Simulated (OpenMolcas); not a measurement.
# C4H11As (tert-butylarsine): the vertical energy of the triplet above the singlet, rung by rung

C4H11As: 16 atoms, total charge 0, spin state singlet. As SMILES, `CC(C)(C)[AsH2]`. The shape is that of a PBE0-D4/def2-TZVP optimisation. This is one conformer, not always the lowest.

Each level gives the vertical energy of the triplet above the singlet (eV). The values are calculated.

```csv
level,kind,program,value (eV),CPU time (all runs)
HF/6-31G* (spherical functions),Hartree–Fock,OpenMolcas,5.15,45 s
BLYP/6-31G* (spherical functions),GGA,OpenMolcas,5.28,3.5 min
PBE/6-31G* (spherical functions),GGA,OpenMolcas,5.18,3.6 min
revPBE/6-31G* (spherical functions),GGA,OpenMolcas,5.18,3.6 min
TPSS/6-31G* (spherical functions),meta-GGA,OpenMolcas,5.24,4.7 min
r2SCAN/6-31G* (spherical functions),meta-GGA,OpenMolcas,5.23,4.6 min
B3LYP/6-31G* (spherical functions),global hybrid,OpenMolcas,5.38,3.5 min
BHLYP/6-31G* (spherical functions),global hybrid,OpenMolcas,5.47,3.6 min
```

All-electron rows without a relativistic Hamiltonian named are non-relativistic. The values span 5.15 to 5.47 eV. A triplet this far above the singlet is often a Rydberg-like or dissociative state; sets without diffuse functions put Rydberg states too high. Times are those of the runs behind each value, whatever else they computed, on shared processors of several kinds: orders of magnitude only.

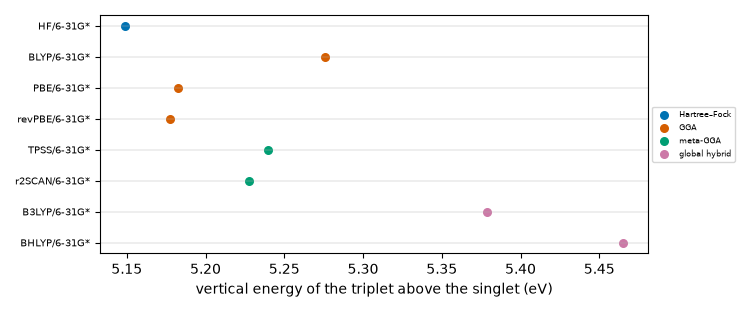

The values of the table, level by level.
